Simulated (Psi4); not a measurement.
# B2GP-PLYP-D3(0)/def2-TZVPP (density fitting, core potential, density fitting for correlation) run of CH3NSn (SMILES N#[C][SnH3])

Aim: the energy change on altering one bond length of CH3NSn at B2GP-PLYP-D3(0)/def2-TZVPP (density fitting, core potential, density fitting for correlation), from 2 runs. 

The calculation is run with Psi4 1.11.

2 further runs of the same task are left out: 2 that didn't finish.

**1. The molecule**

CH3NSn has 6 atoms, charge 0, and is taken as a singlet. SMILES: `N#[C][SnH3]`. Geometry: relaxed at PBE0-D4/def2-TZVP.

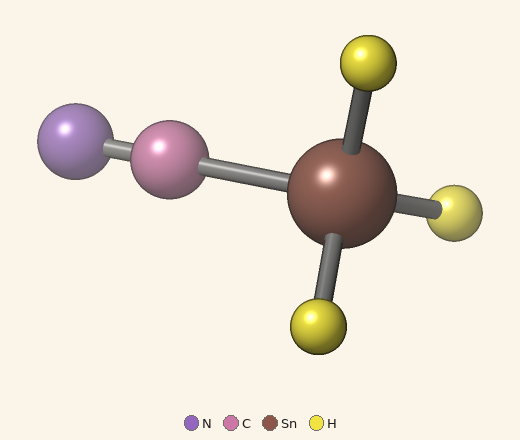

Viewed from a chosen angle; nitrogen purple, carbon pink, tin brown, hydrogen yellow.

**2. A single-point energy at B2GP-PLYP-D3(0)/def2-TZVPP (density fitting, core potential, density fitting for correlation)**

Input file ch3nsn.xyz:

```xyz
6
CH3NSn
N      2.057000    -0.924700     1.310700
C      1.149600    -0.518100     0.728500
Sn    -0.513900     0.221600    -0.342800
H     -0.145000     1.830100    -0.731400
H     -0.663700    -0.763700    -1.714300
H     -1.841900     0.090700     0.703000
```

Input file job.py:

```python
import psi4

psi4.set_memory('1600 MB')
psi4.set_num_threads(1)
psi4.set_output_file('ch3nsn.out', False)

with open('ch3nsn.xyz') as f:
    atoms = ''.join(f.readlines()[2:])
molecule = psi4.geometry('0 1\n' + atoms + '')

options = {'basis': 'def2-TZVPP', 'scf_type': 'df', 'num_frozen_docc': 6}
psi4.set_options(options)

e_tot = psi4.energy('b2gpplyp-d3', molecule=molecule)
print(f'b2gpplyp-d3 energy: {e_tot:.10f} Eh')
for k, v in sorted(psi4.core.scalar_variables().items()):
    print(f'{k:45s} {v:18.10f}')
```

Run with:

```console
$ python job.py
```

ch3nsn.out:

```text
[...]
    !!!  WARNING: ECP capability is in beta. Please check occupations closely.  !!!
[...]
  Running in c1 symmetry.
[...]
  Nuclear repulsion =  104.330604119022212
[...]
  Multiplicity = 1
[...]
  Nalpha       = 19
  Nbeta        = 19
[...]
    Number of basis functions: 154
[...]
 WARNING: Atomic UHF is not converging! Try casting from a smaller basis or call Rob at CCMST.
   -------------------------
[...]
   @DF-RKS iter   1:  -308.20450242389529   -1.92450e+00   3.40269e-03 ADIIS/DIIS
[...]
   @DF-RKS iter   8:  -308.32185322001800   -2.68867e-08   3.31361e-07 DIIS
[...]
    Orbital Energies [Eh]
    ---------------------
    Doubly Occupied:
       1A    -15.032891     2A    -10.798553     3A     -5.572309
       4A     -3.829013     5A     -3.826023     6A     -3.826022
       7A     -1.237652     8A     -1.233153     9A     -1.233152
      10A     -1.228076    11A     -1.228074    12A     -1.080948
      13A     -0.681653    14A     -0.534693    15A     -0.453539
      16A     -0.446523    17A     -0.446510    18A     -0.410937
      19A     -0.410922
[...]
  @DF-RKS Final Energy:  -308.32185322001800
   => Energetics <=
    Nuclear Repulsion Energy =            104.3306041190222118
    One-Electron Energy =                -710.1890601694416318
    Two-Electron Energy =                 308.9087061028745325
    DFT Exchange-Correlation Energy =     -11.3714066438015848
    Empirical Dispersion Energy =          -0.0006966286715418
    VV10 Nonlocal Energy =                  0.0000000000000000
    Total Energy =                       -308.3218532200179993
[...]
 Multipole Moments:
 ------------------------------------------------------------------------------------
     Multipole            Electronic (a.u.)      Nuclear  (a.u.)        Total (a.u.)
 ------------------------------------------------------------------------------------
 L = 1.  Multiply by 2.5417464519 to convert [e a0] to [Debye]
 Dipole X            :        -25.7124773           24.3291123           -1.3833649
 Dipole Y            :         11.4567365          -10.8395568            0.6171797
 Dipole Z            :        -16.5434067           15.6537593           -0.8896474
 Magnitude           :                                                    1.7567247
[...]
```

On the terminal:

```text
b2gpplyp-d3 energy: -308.6004189027 Eh
B2GPPLYP-D3 DISPERSION CORRECTION ENERGY           -0.0006966287
B2GPPLYP-D3ZERO2B DOUBLE-HYBRID CORRECTION ENERGY      -0.2785656827
B2GPPLYP-D3ZERO2B TOTAL ENERGY                   -308.6004189027
CURRENT ENERGY                                   -308.6004189027
CURRENT REFERENCE ENERGY                         -308.3218532200
DD SOLVATION ENERGY                                 0.0000000000
DFT FUNCTIONAL TOTAL ENERGY                      -308.3211565913
DFT TOTAL ENERGY                                 -308.6004189027
DFT VV10 ENERGY                                     0.0000000000
DFT XC ENERGY                                     -11.3714066438
DISPERSION CORRECTION ENERGY                       -0.0006966287
DOUBLE-HYBRID CORRECTION ENERGY                    -0.2785656827
GRID ELECTRONS ALPHA                               18.9999991569
GRID ELECTRONS BETA                                18.9999991569
GRID ELECTRONS TOTAL                               37.9999983139
NUCLEAR REPULSION ENERGY                          104.3306041190
ONE-ELECTRON ENERGY                              -710.1890601694
PCM POLARIZATION ENERGY                             0.0000000000
PE ENERGY                                           0.0000000000
SCF ITERATION ENERGY                             -308.3218532200
SCF ITERATIONS                                      8.0000000000
SCF TOTAL ENERGY                                 -308.3218532200
TWO-ELECTRON ENERGY                               308.9087061029
XC GRID RADIAL POINTS                              75.0000000000
XC GRID SPHERICAL POINTS                          302.0000000000
XC GRID TOTAL POINTS                           131184.0000000000
```

Run time: 11 s. Hardware: 1 thread of Intel Xeon Platinum 8259CL at 2.50GHz (Skylake/Cascade Lake), shared host; peak memory 0.74 GiB.

**3. The distorted shape**

Input file calc.in:

```
memory 1600 MB

molecule m {
  N      4.552247    -2.034248     2.917648
  C      3.644847    -1.627648     2.335448
  Sn    -0.513900     0.221600    -0.342800
  H     -0.145000     1.830100    -0.731400
  H     -0.663700    -0.763700    -1.714300
  H     -1.841900     0.090700     0.703000
}

set {
  scf_type df
  num_frozen_docc 6
}

E = energy("b2gpplyp-d3zero2b/def2-TZVPP")
```

Run with:

```console
$ psi4 -n 1 calc.in calc.out
```

calc.out:

```text
[...]
    !!!  WARNING: ECP capability is in beta. Please check occupations closely.  !!!
[...]
  Running in c1 symmetry.
[...]
  Nuclear repulsion =   69.507492776872354
[...]
  Multiplicity = 1
[...]
  Nalpha       = 19
  Nbeta        = 19
[...]
    Number of basis functions: 154
[...]
 WARNING: Atomic UHF is not converging! Try casting from a smaller basis or call Rob at CCMST.
   -------------------------
[...]
   @DF-RKS iter   1:  -307.91926117080897   -2.00994e+00   4.22227e-03 DIIS/ADIIS
[...]
   @DF-RKS iter  12:  -308.11882949731154   -2.44372e-08   3.73598e-07 DIIS
[...]
    Orbital Energies [Eh]
    ---------------------
    Doubly Occupied:
       1A    -14.909039     2A    -10.687484     3A     -5.676033
       4A     -3.937360     5A     -3.926304     6A     -3.926303
       7A     -1.339363     8A     -1.336246     9A     -1.336246
      10A     -1.326776    11A     -1.326774    12A     -0.965632
      13A     -0.713747    14A     -0.511982    15A     -0.511960
      16A     -0.412308    17A     -0.308005    18A     -0.308005
      19A     -0.275993
[...]
  @DF-RKS Final Energy:  -308.11882949731154
   => Energetics <=
    Nuclear Repulsion Energy =             69.5074927768723541
    One-Electron Energy =                -639.7183726890177695
    Two-Electron Energy =                 273.4182816427074840
    DFT Exchange-Correlation Energy =     -11.3260059554231880
    Empirical Dispersion Energy =          -0.0002252724504426
    VV10 Nonlocal Energy =                  0.0000000000000000
    Total Energy =                       -308.1188294973115376
[...]
 Multipole Moments:
 ------------------------------------------------------------------------------------
     Multipole            Electronic (a.u.)      Nuclear  (a.u.)        Total (a.u.)
 ------------------------------------------------------------------------------------
 L = 1.  Multiply by 2.5417464519 to convert [e a0] to [Debye]
 Dipole X            :        -60.1490651           54.3430155           -5.8060496
 Dipole Y            :         26.7696428          -24.1856769            2.5839659
 Dipole Z            :        -38.7205505           34.9828204           -3.7377301
 Magnitude           :                                                    7.3727687
[...]
```

Wall time 13 s (1 thread of Intel Xeon Platinum 8259CL at 2.50GHz (Skylake/Cascade Lake), shared host); peak memory 0.62 GiB.

**4. Results**

Level: B2GP-PLYP-D3(0)/def2-TZVPP (density fitting, core potential, density fitting for correlation), 6 core orbitals frozen.

| quantity | value |
| --- | --- |
| first shape: total energy | -308.60042 Eh |
| first shape: HOMO energy (SCF part's orbitals) | -11.18 eV |
| first shape: LUMO energy (SCF part's orbitals) | 0.84 eV |
| first shape: HOMO–LUMO gap (SCF part's orbitals) | 12.02 eV |
| first shape: dispersion energy | -1.83 kJ/mol |
| distorted shape: total energy | -308.41027 Eh |
| distorted shape: HOMO energy (SCF part's orbitals) | -7.51 eV |
| distorted shape: LUMO energy (SCF part's orbitals) | -5.11 eV |
| distorted shape: HOMO–LUMO gap (SCF part's orbitals) | 2.40 eV |
| distorted shape: dispersion energy | -0.59 kJ/mol |
| energy change with the C2–Sn3 bond stretched from 2.112 to 5.281 Å | 5.174 eV |

What this shows: One bond (distorted shape) is far stretched, which a spin-restricted single reference describes badly; perturbation theory on it can break down and give far too much correlation. With the C2–Sn3 bond stretched from 2.112 to 5.281 Å the energy rises by 5.17 eV (119 kcal/mol). The first shape isn't relaxed at this level, so the change isn't measured from a minimum. A restricted reference can't describe the breaking bond well at this length.
